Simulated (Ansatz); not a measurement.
# One shape, several levels: AlH2Cl (SMILES [H][Al]([H])[Cl])

We compute a comparison of 6 runs (HF/STO-3G, UHF/STO-3G, revPBE/STO-3G, BCCD(T)/STO-3G, CCSDT/STO-3G, UCCSD(T)/STO-3G) of AlH2Cl. 

Program for the calculation: Ansatz 0.2.0.

57 further runs of the same task are left out: 2 that didn't finish, 55 set aside as unsound or not needed.

## (1) The molecule

AlH2Cl has 4 atoms, charge 0, and is taken as a singlet. SMILES: `[H][Al]([H])[Cl]`. The Cl4–Al1 distance was set to 5.034 Å, away from the relaxed value. At this shape a bond of the SMILES string is far longer than usual.

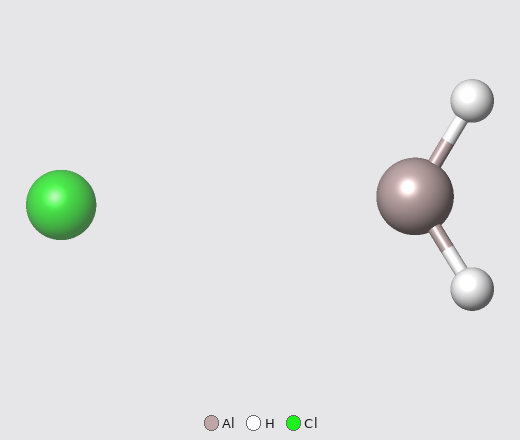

Viewed from a chosen angle; aluminium light grey, hydrogen white, chlorine green.

## (2) A single-point energy at HF/STO-3G (run 1)

molecule.yaml

```yaml
crystal:
  periodic: [false, false, false]
  atoms:
    - symbol: Al
      position_ang: [1.603027, 2.673165, -0.018100]
    - symbol: H
      position_ang: [3.140267, 2.699735, -0.002590]
    - symbol: H
      position_ang: [0.902157, 4.041675, -0.035400]
    - symbol: Cl
      position_ang: [-0.985710, -1.643880, 0.008400]
basis:
  gaussian: {orbitals: STO-3G}
total_charge: 0
accuracy: high
hamiltonian: {xc: hf}
```

Run with:

```
$ ansatz run molecule.yaml --threads 1 --pin off --max-ram 2610MiB --events-out events.jsonl --progress --plain --runs-dir runs
```

Standard output:

```text
Warning: RAYON_NUM_THREADS=1 ignored (pool sized by the plan → 1); use --threads N
Functional definition: HF
  name "HF"
  exchange = exact_x
  correlation = 0
297 factors; integrals over basis functions are off by at most 9.6e-9 eV
mean field evaluation 1: about -18898.2938 eV, gradient 1.3e1 eV
mean field evaluation 2: about -18898.2892 eV, gradient 1.3e1 eV
mean field evaluation 4: about -18899.2697 eV, gradient 1.3e0 eV
mean field evaluation 8: about -18899.2802 eV, gradient 5.6e-4 eV
mean field evaluation 16: about -18898.8519 eV, gradient 8.6e0 eV
mean field evaluation 32: about -18899.2583 eV, gradient 1.0e-1 eV
mean field -18899.28018722 eV, -694.5357364882 hartree, gradient 1.2e-8 eV, S^2 0.000000; 1 other end points of the search recorded, 0 dependent functions left out
reference -18899.28018722 eV, -694.5357364882 hartree; 16, 16 occupied and 4, 4 virtual orbitals, 297 factors
Total energy: -18899.28018722 eV, -694.5357364882 hartree
```

Wall time 0.12 s (1 thread of Arm Neoverse V1, shared host).

## (3) A single-point energy at UHF/STO-3G (run 2)

molecule.yaml: that of step 2 with these lines changed.

```diff
@@ -13,4 +13,4 @@
   gaussian: {orbitals: STO-3G}
-total_charge: 0
+magnetization: {spin_polarized: true, initial_magnetization: 0}
+hamiltonian: {xc: hf}
 accuracy: high
-hamiltonian: {xc: hf}
```

Run with:

```
$ ansatz run molecule.yaml --threads 1 --pin off --max-ram 2610MiB --events-out events.jsonl --progress --plain --runs-dir runs
```

Standard output (excerpt; [...] marks lines left out):

```text
Warning: RAYON_NUM_THREADS=1 ignored (pool sized by the plan → 1); use --threads N
[... 2 set-up lines as earlier in the session ...]
[...]
297 factors; integrals over basis functions are off by at most 9.6e-9 eV
[...]
mean field -18901.58192965 eV, -694.6203239621 hartree, gradient 2.2e-8 eV, S^2 1.002700; 5 other end points of the search recorded, 0 dependent functions left out
reference -18901.58192965 eV, -694.6203239621 hartree; 16, 16 occupied and 4, 4 virtual orbitals, 297 factors
Total energy: -18901.58192965 eV, -694.6203239621 hartree
```

It took 0.44 s on 1 thread of Arm Neoverse V1, shared host.

Runs 3 to 5 aren't shown in full; the table further down has their settings and results.

## (4) The energy at UCCSD(T)/STO-3G (run 6)

job.yaml

```yaml
crystal:
  periodic: [false, false, false]
  atoms:
    - {symbol: Al, position_ang: [1.603027, 2.673165, -0.018100]}
    - {symbol: H, position_ang: [3.140267, 2.699735, -0.002590]}
    - {symbol: H, position_ang: [0.902157, 4.041675, -0.035400]}
    - {symbol: Cl, position_ang: [-0.985710, -1.643880, 0.008400]}
basis:
  gaussian:
    orbitals: STO-3G
total_charge: 0
magnetization:
  spin_polarized: true
  initial_magnetization: 0
correlation:
  method: ccsd_t
  frozen_orbitals: {Al: 5, Cl: 5, H: 0}
accuracy: high
scf:
  omitted_lower_state_checks: [cluster_reference, increment]
```

Run with:

```
$ ansatz run job.yaml --threads 1 --pin off --max-ram 2610MiB --events-out events.jsonl --progress --plain --runs-dir runs
```

Standard output:

```text
Warning: RAYON_NUM_THREADS=1 ignored (pool sized by the plan → 1); use --threads N
[... 18 lines left out ...]
10 core orbitals not correlated: weight in the atoms' cores, before any rotation towards them, 1.000 or more for the frozen orbitals, at most 0.000 for the correlated occupied ones
[... 25 lines left out ...]
Total energy: -18902.55149536 eV, -694.6559548450 hartree
Checks for a lower state left out: cluster_reference, increment
```

Wall time 0.74 s (1 thread of Arm Neoverse V1, shared host).

## (5) All runs side by side

```
run            level  frozen core orbitals  energy (Eh)  wall time
  1        HF/STO-3G                     –  -694.535736     0.12 s
  2       UHF/STO-3G                     –  -694.620324     0.44 s
  3    revPBE/STO-3G                     –  -695.594336      2.6 s
  4   BCCD(T)/STO-3G                    10  -694.656294     0.26 s
  5     CCSDT/STO-3G                    10  -694.655334     0.66 s
  6  UCCSD(T)/STO-3G                    10  -694.655955     0.74 s
```

## (6) What came out

| quantity | value |
| --- | --- |
| run 6: total energy | -694.65595 Eh |
| run 6: correlation energy (10 core orbitals frozen) | -35.6 mEh |
| run 6: (T) correction | -0.32 mEh |
| run 6: ⟨S²⟩ of the reference determinant | 1.003 |
| run 6: T1 diagnostic | 0.006 |

What this shows: Below the UHF energy at the same shape and in the same basis (STO-3G): BCCD(T) -36.0 mEh; CCSDT -35.0 mEh; UCCSD(T) -35.6 mEh. Some of these start from another determinant than that one, so these aren't their correlation energies. In runs 4, 5 the log says that unrestricted orbitals would lower the reference, so the values rest on an unstable closed-shell determinant (other closed-shell runs at this shape may share the fault). In runs 1, 2, 3, 4, 5, 6 the basis is minimal, so the values are rough. Spin contamination of the reference: run 2 ⟨S²⟩ = 1.00, run 6 ⟨S²⟩ = 1.00. Where it is this large, the reference is a mixture of spin states, and values that rest on it are in doubt. All runs together took 4.8 s, the longest 2.6 s.
